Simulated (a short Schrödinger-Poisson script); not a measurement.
System: MOS inversion layer, HfO2 on p-type Si(100), at 400 K.

```tsv
layer	material	thickness (nm)	Na (cm⁻³)
1	HfO2	6.9	-
2	Si	580	5.5e17
```

Constants are typed, rounded textbook-type inputs, not results; the design itself was drawn at random and stands for no fabricated device. HfO2: permittivity 22, conduction-band edge (eV) 1.55, gap (eV) 5.7, electron mass (mₑ) 0.2. Si: permittivity 11.7, conduction-band edge (eV) 0, gap (eV) 1.124, Nv at 300 K (cm⁻³) 3.1e19.

Channel valleys (confinement mass, in-plane density-of-states mass, number): Δ2 0.916, 0.19, 2; Δ4 0.19, 0.417, 4. At the gate the conduction-band edge of layer 1 lies 1.69 eV − eVg above the Fermi level of the channel; the field vanishes at the back. Gaps are held at their typed values at every temperature. Mesh 0.03 nm at interfaces.

Solved with a short Schrödinger-Poisson script written for these runs: 1D Poisson equation in equilibrium, electrons quantum, Hartree (BenDaniel-Duke, 12 states a valley, the channel's in-plane mass for all, wave functions ending at the dielectric), parabolic valleys, classical holes, full ionisation, no traps, pinning or gate leakage.

Only gate voltages with over 1e8 electrons/cm² are shown.

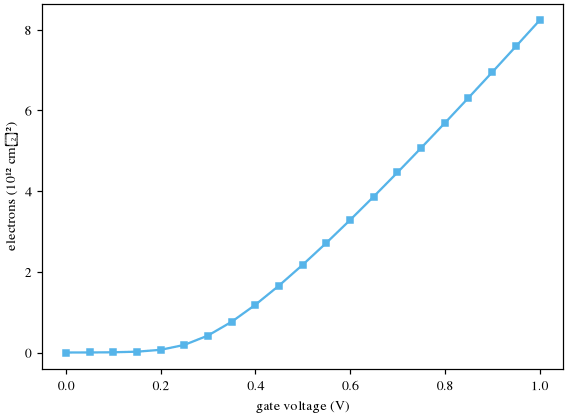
Fig. 1. Sheet density against gate voltage

| Vg (V) | electrons (cm⁻²) | C (μF/cm²) | Δ2 E0 (meV) | Δ2 E1 (meV) | Δ4 E0 (meV) | Δ4 E1 (meV) |
|---|---|---|---|---|---|---|
| 0 | 4.99e8 | 0.240 | 347.3 | 407.7 | 403.0 | 501.1 |
| 0.1 | 6.05e9 | 0.246 | 259.7 | 322.9 | 318.0 | 421.2 |
| 0.2 | 6.72e10 | 0.428 | 175.0 | 241.2 | 236.1 | 344.0 |
| 0.3 | 4.20e11 | 1.03 | 109.4 | 179.6 | 174.4 | 286.5 |
| 0.4 | 1.18e12 | 1.50 | 70.5 | 145.9 | 140.7 | 256.6 |
| 0.5 | 2.17e12 | 1.73 | 45.7 | 126.9 | 121.8 | 240.8 |
| 0.6 | 3.28e12 | 1.86 | 27.6 | 114.4 | 109.4 | 231.2 |
| 0.7 | 4.46e12 | 1.94 | 13.1 | 105.4 | 100.5 | 224.7 |
| 0.8 | 5.69e12 | 2.00 | 0.8 | 98.3 | 93.5 | 219.9 |
| 0.9 | 6.95e12 | 2.04 | -10.1 | 92.5 | 87.8 | 216.2 |
| 1 | 8.23e12 | 2.08 | -20.0 | 87.6 | 82.9 | 213.3 |

Subbands count from the Fermi level.
